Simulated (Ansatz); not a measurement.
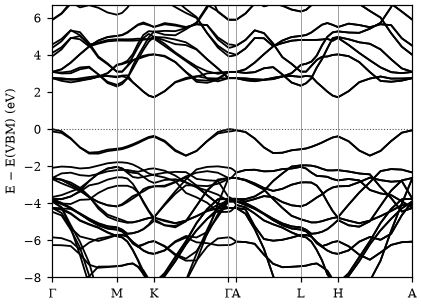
Band structure from plane-wave PAW PBE+D3(BJ) (Ansatz code)

### Question
Read off the gap and where the band edges lie.

### Answer
About 1.7 eV (1.72 eV by a search for the band edges); maximum at Γ, minimum at H.

The material is Si2MoN4 in space group P6_3/mmc (No. 194; Mo on 2c, N on 4f, Si on 4f, N on 4e).

The start of the workflow was typed in or built on a structure type; neither database checked (COD, Materials Project) lists it. Whether it is the stable phase at ambient conditions was not checked. The cell was relaxed with PBE+D3(BJ) under the symmetry of its start; whether a distortion lowers the energy is not shown. The workflow began spin-polarised and lost its moments. Spin–orbit coupling is left out wherever it is not named.

Potentials: the earlier of the program's two PAW sets.
